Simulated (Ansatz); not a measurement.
Formation energy of the localised charge states of Ga vacancy in wurtzite GaN (start: the Ga site; 96-site cell, 2×2×2 shifted sampling) against the Fermi level, N-rich (Δμ(Ga) = -0.88 eV; only phases computed here count, gases as isolated molecules at 0 K). Method: PBE, PAW (plane waves to 420 eV; Ansatz, a first-principles code).

Charges from +1 to −3 were run; one beyond them could lie lower near a band edge.

Set-up: 96-site cell; 2×2×2 shifted k-points; host gap 1.71 eV; charged states image-corrected; corrections pass 1 eV, so highly charged states may be off by several tenths; flagged in the runs: a host whose relaxation on this sampling wasn't shown to rest.

Left out: charge +1 (carrier in host band states); charge −3 (level within 0.1 eV of a band edge or past it).

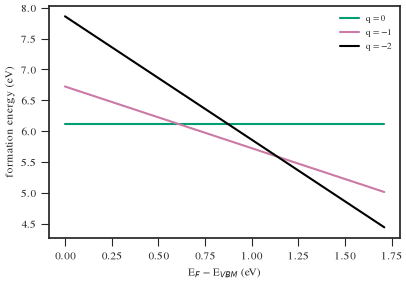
*Formation energy of each charge state against the Fermi level*

Crossings of the lowest lines: (0/−1) at 0.61 eV; (−1/−2) at 1.14 eV. At the valence-band maximum: q = 0: 6.11 eV; q = −1: 6.72 eV; q = −2: 7.86 eV.
